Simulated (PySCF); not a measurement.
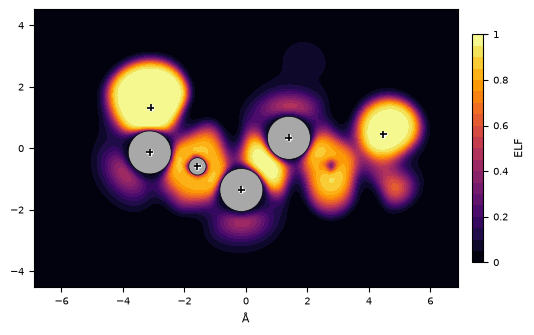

The electron localisation function on a plane through atoms (crosses mark nuclei in the plane; grey discs cover the cores).

Computed with PBE0/pcSseg-1, SCF density, gas phase, non-relativistic in PySCF 2.14.0.

Candidates:
A. CH11O2PSi3
B. C5H14BNO

**Which candidate gave the map?**

Candidate A: CH11O2PSi3 on the plane of atoms O6, Si7 and H16, which holds Si, O and H. Si–O (1.62 Å): the ELF peaks at about 0.85 between the atoms (a polar covalent bond). Si–Si (2.30 Å): the ELF peaks at about 1 between the atoms (a covalent bond).
